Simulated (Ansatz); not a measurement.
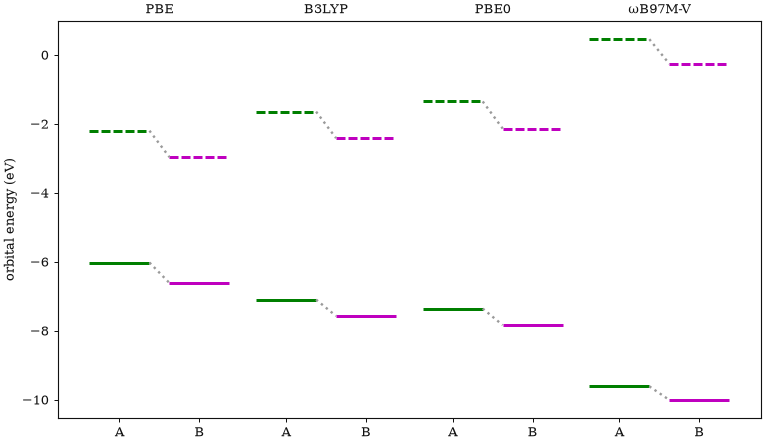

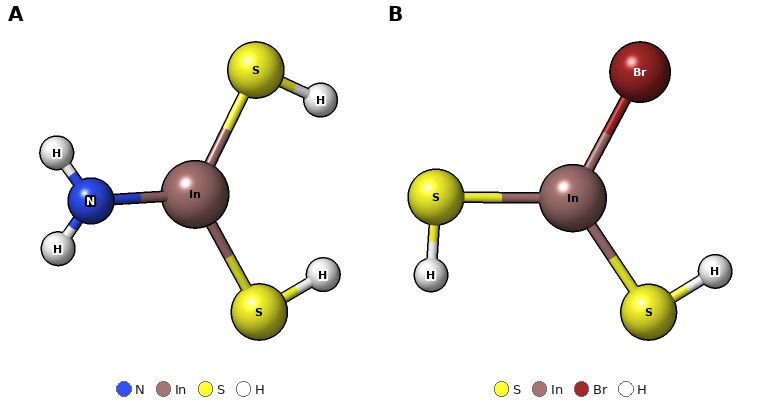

One change: A, InNH₄S₂ (SMILES [NH2][In]([SH])[SH]), becomes B, InH₂S₂Br (SMILES [SH][In]([SH])[Br]). NH₂ on In is replaced by Br. HOMO (solid) and LUMO (dashed) computed in def2-TZVPP at PBE0-D4/def2-TZVP geometries, both minima by their frequencies, gas phase, the Ansatz code 0.2.0. Empty levels above zero depend strongly on the basis.

Question: What does the change do to HOMO and LUMO?

Answer: PBE: the HOMO falls by 0.59 eV, the LUMO falls by 0.77 eV, and the separation goes from 3.82 to 3.65 eV. B3LYP: the HOMO falls by 0.47 eV, the LUMO falls by 0.77 eV, and the separation goes from 5.45 to 5.16 eV. PBE0: the HOMO falls by 0.48 eV, the LUMO falls by 0.79 eV, and the separation goes from 6.01 to 5.70 eV. ωB97M-V: the HOMO falls by 0.40 eV, the LUMO falls by 0.72 eV, and the separation goes from 10.07 to 9.75 eV.

Question: Do the functionals agree on the effect?

Answer: They agree on the direction for both levels; the HOMO shift lies between −0.59 and −0.40 eV and the LUMO shift between −0.79 and −0.72 eV, while the separations themselves differ by up to 6.2 eV between functionals.

Caveats: core potentials past krypton; spin-orbit coupling is left out, and with In it can shift these values.
